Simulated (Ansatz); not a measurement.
**Convergence study of the k-point mesh for TiZn3 (P4mm, 4 atoms in the cell)**

```
TiZn3
1.0
    3.86919     0.00000     0.00000
    0.00000     3.86919     0.00000
    0.00000     0.00000     3.86919
Ti Zn
1 3
Direct
  0.00000   0.00000   0.01292
  0.00000   0.50000   0.50000
  0.50000   0.00000   0.50000
  0.50000   0.50000   0.00000
```

Computed with LDA (PW92), default PAW files made with PBE (plane waves; Ansatz, a first-principles code).

Base settings: basis.ecutwfc = 420 eV; kpoints.mp_grid.grid = 9 9 9; hamiltonian.xc = lda; hamiltonian.pseudopotentials = {kind: paw} (the program's default PAW files); scf.occupations.method = fermi_dirac; scf.occupations.width = 0.1 eV.

The second cell is the first with its lattice scaled by 0.98.

Only quantities that move along the ladder and can be compared are tabulated.

The count of work is k-points × plane waves × bands × iterations; it is no time. Core times come from one kind of shared machine, to one figure; runs under 30 s give none.

The starting cell comes from a database of computed structures (which also holds hypothetical and non-ambient phases and stackings), without a prior relaxation at this level. Its lattice was rescaled by up to half a per cent. One atom was moved a little off its site on purpose. Spin polarisation is off. In the base run, with a pressure of about -5 GPa the cell is away from its equilibrium volume at this level. Ansatz's pressure includes its estimate of the finite-basis (Pulay) stress.

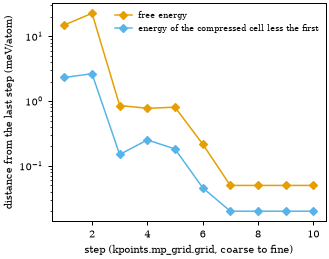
Fig. 1. Distance from the last step along the ladder; very small values are drawn at a floor.

| kpoints.mp_grid.grid | free energy less the last step's (meV/atom) | energy of the compressed cell less the first (meV/atom) | pressure (GPa) | largest difference of a force vector from the last step's (eV/Å) | count of work / last | core time / last (rough) |
|---|---|---|---|---|---|---|
| 2 2 2 | -14.99 | -13.63 | -5.96 | 0.028 | 0.0038 | – |
| 4 4 4 | 22.75 | -8.65 | -4.98 | 0.022 | 0.010 | – |
| 6 6 6 | 0.86 | -11.15 | -5.42 | 0.005 | 0.022 | – |
| 8 8 8 | 0.78 | -11.05 | -5.40 | 0.003 | 0.042 | – |
| 9 9 9 | 0.81 | -11.12 | -5.41 | 0.002 | 0.042 | – |
| 11 11 11 | 0.22 | -11.26 | -5.44 | 0.001 | 0.070 | – |
| 14 14 14 | 0.03 | -11.29 | -5.44 | 0.000 | 0.16 | 0.10 |
| 17 17 17 | 0.02 | -11.29 | -5.45 | 0.000 | 0.23 | 0.2 |
| 20 20 20 | 0.01 | -11.30 | -5.45 | 0.000 | 0.40 | 0.2 |
| 23 23 23 | 0.00 | -11.30 | -5.45 | 0.000 | 0.52 | 0.3 |
| 28 28 28 | 0.00 | -11.30 | -5.45 | 0.000 | 1.0 | 1 |

Coarsest kpoints.mp_grid.grid that holds the energy of the compressed cell less the first within 2 meV/atom of the last step, with all finer ones: 6 6 6, at 0.022 of the last step's count of work; the step before is off by 2.7 meV/atom.

Coarsest kpoints.mp_grid.grid that holds the forces within 0.02 eV/Å of the last step, with all finer ones: 6 6 6, at 0.022 of the last step's count of work; the step before is off by 0.022 eV/Å.

Coarsest kpoints.mp_grid.grid that holds the free energy within 5 meV/atom of the last step, with all finer ones: 6 6 6, at 0.022 of the last step's count of work; the step before is off by 23 meV/atom.

Keys are those of Ansatz 0.2.
